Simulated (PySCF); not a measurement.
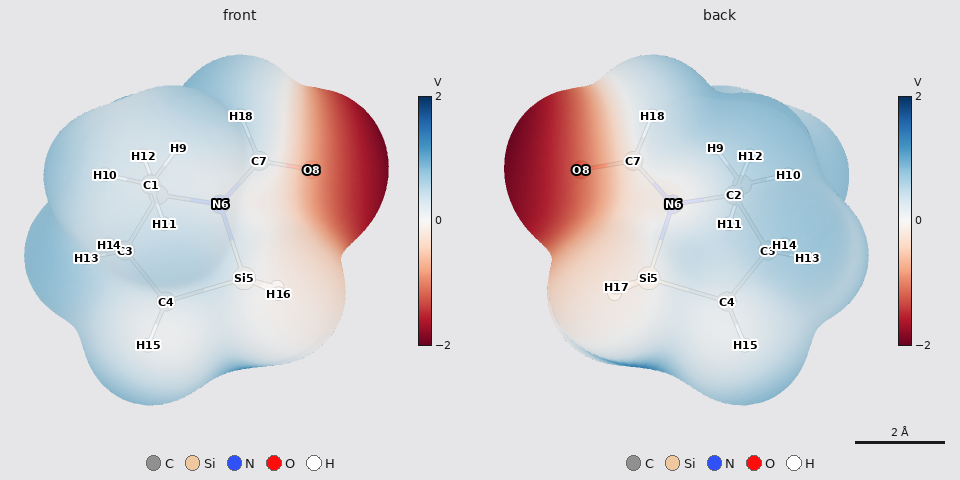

Figure 1: C₅H₁₀NOSi (doublet). The molecular electrostatic potential painted on the density surface at 0.001 e/bohr³, seen from the front and from behind; red is negative and blue positive.

Geometry: GFN2-xTB.

All numbers below come from PySCF, UKS B3LYP, pcH-1 on C H N O Si, non-relativistic, mean-field spin-orbit, GIAO.

Input file:

```
{"job": {"kind": "epr", "basis": "pcH-1"}, "charge": 0, "multiplicity": 2}
C      1.620264     0.652152    -0.640148
C      0.674873     0.276921     0.502354
C      0.723264    -1.238661     0.762883
C     -0.354630    -1.890589    -0.014797
Si    -1.662658    -0.694923    -0.537971
N     -0.685539     0.604932     0.143967
C     -1.191393     1.834161     0.220652
O     -2.304342     2.110573    -0.166269
H      1.512212     1.705762    -0.887884
H      2.653641     0.464302    -0.358196
H      1.375584     0.062264    -1.520686
H      0.958065     0.839636     1.401310
H      1.708838    -1.644238     0.515389
H      0.570239    -1.433549     1.833024
H     -0.328606    -2.959374    -0.133741
H     -1.821407    -0.501812    -1.980171
H     -2.937813    -0.768815     0.170468
H     -0.519353     2.587574     0.678159
```

Launched as:

```sh
OMP_NUM_THREADS=1 python probes_run.py task.json out
```

> Describe the electrostatic potential map.

The most negative region (about −1.9 V, or −44 kcal/mol for a unit charge) lies over O8, the most positive (about +1.2 V, or +28 kcal/mol for a unit charge) over Si5. O8 is the likeliest acceptor of a hydrogen bond.
